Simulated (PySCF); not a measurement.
Input file:

```
{"job": {"kind": "nmr", "xc": "PBE0", "basis": "pcSseg-1", "pop": false}, "charge": 0, "multiplicity": 1}
C     -1.133705     1.478025    -1.116836
Si    -0.598937    -0.091846    -0.169738
C     -1.134865    -1.699502    -1.010102
C     -1.374175     0.084317     1.573860
N      1.125536    -0.572599     0.443680
C      2.238124    -0.249147     1.093870
C      3.012357     0.468075     0.189617
N      2.325746     0.593945    -0.947851
N      1.217388    -0.043714    -0.786451
H     -0.828866     1.439159    -2.157875
H     -0.689506     2.370355    -0.684212
H     -2.210862     1.604645    -1.086987
H     -2.214574    -1.728726    -1.095747
H     -0.825414    -2.571194    -0.444268
H     -0.720297    -1.786463    -2.007867
H     -2.448430     0.221730     1.507289
H     -1.191312    -0.792763     2.188020
H     -0.971807     0.943065     2.105138
H      2.428159    -0.544366     2.104685
H      3.995440     0.877005     0.301775
```

Command:

```sh
OMP_NUM_THREADS=1 python ens_run.py task.json out
```

Geometry: GFN2-xTB.

The calculation used PBE0/pcSseg-1, SCF density, gas phase, non-relativistic (PySCF 2.14.0).

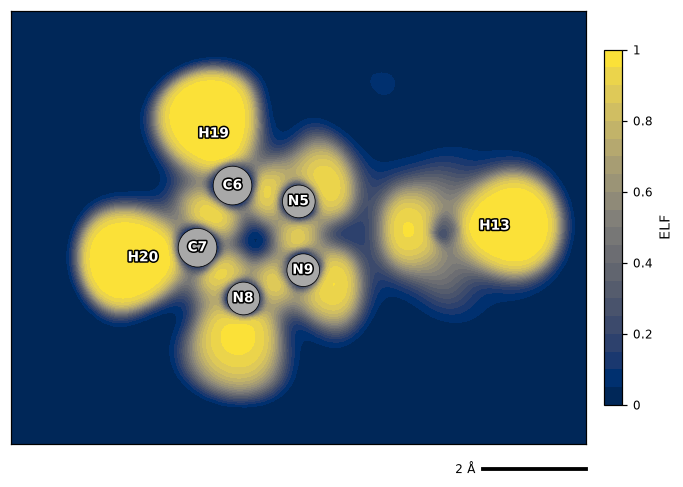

C₅H₁₁N₃Si. ELF on the plane of atoms C6, N5 and N9. Grey discs cover the atomic cores.

Question: Interpret the plot.

Answer: The plane passes through N, C and H nuclei. N–N (1.29 Å): the ELF peaks at about 0.90 between the atoms, as expected for a covalent bond. C–N (1.33 Å): the ELF peaks at about 0.90 between the atoms, as expected for localised, covalent bonding. C–C (1.39 Å): the ELF peaks at about 0.95 between the atoms; localised, covalent bonding. C–H (1.07 Å): the ELF climbs to about 1 towards the hydrogen, as it does in any bond to H: a covalent bond by its length. N–N (1.34 Å): the ELF peaks at about 0.85 between the atoms: a covalent bond. The ELF also peaks beside N8, away from the bonds: lone-pair regions.
